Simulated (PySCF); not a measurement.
BGeH6O2P (SMILES O[B](O)[GeH2][PH2])

```yaml
atoms:
  - { symbol: O, position_ang: [-1.5344, 0.8449, 1.0237] }
  - { symbol: B, position_ang: [-1.0833, -0.0011, 0.0820] }
  - { symbol: O, position_ang: [-1.7023, -0.2799, -1.0779] }
  - { symbol: Ge, position_ang: [0.7155, -0.8776, 0.4070] }
  - { symbol: P, position_ang: [2.5679, 0.2754, -0.3494] }
  - { symbol: H, position_ang: [-2.3771, 1.2879, 0.8945] }
  - { symbol: H, position_ang: [-2.5497, 0.1299, -1.2701] }
  - { symbol: H, position_ang: [0.8483, -2.2516, -0.2035] }
  - { symbol: H, position_ang: [1.0099, -1.1566, 1.8608] }
  - { symbol: H, position_ang: [2.1270, 1.4796, 0.1869] }
  - { symbol: H, position_ang: [1.9838, 0.5519, -1.5800] }
```

Geometry: GFN2-xTB.

The calculation used PBE0/def2-SVPD, SCF density, gas phase in PySCF.

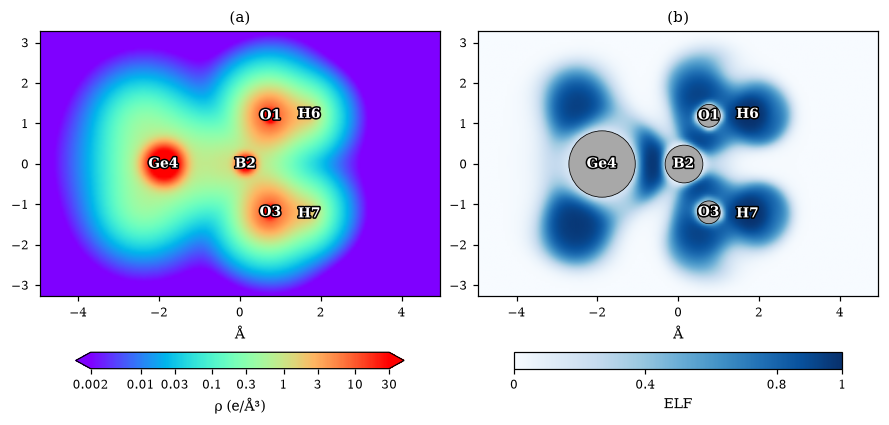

Figure 1. (a) total electron density; (b) electron localisation function on the plane of atoms O1, B2 and Ge4. Grey discs cover the atomic cores in the ELF map.

Interpret the plot.

Atoms in the plane: O, B, Ge and H. B–O (1.34 Å): ρ at the midpoint is about 2.2 e/Å³; the ELF peaks at about 0.90 between the atoms: a polar covalent bond. Ge–B (2.03 Å): ρ at the midpoint is about 0.82 e/Å³; the ELF peaks at about 0.95 between the atoms; a covalent bond. O–H (0.96 Å): ρ at the midpoint is about 3.7 e/Å³; the ELF climbs to about 1 towards the hydrogen, as it does in any bond to H: an ordinary covalent bond to hydrogen. The ELF also peaks beside O3 and O1, away from the bonds: lone-pair regions.

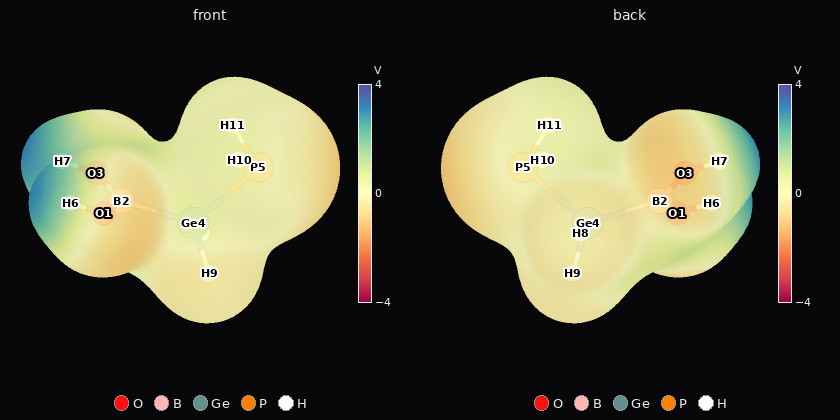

Figure 2. The molecular electrostatic potential painted on the density surface at 0.002 e/bohr³, seen from the front and from behind; the colour scale runs from red (negative) to blue (positive).

Describe the electrostatic potential map.

The most negative region (about −1.0 V) lies over O1, O3 and P5, the most positive (about +3.1 V) over H6 and H7.
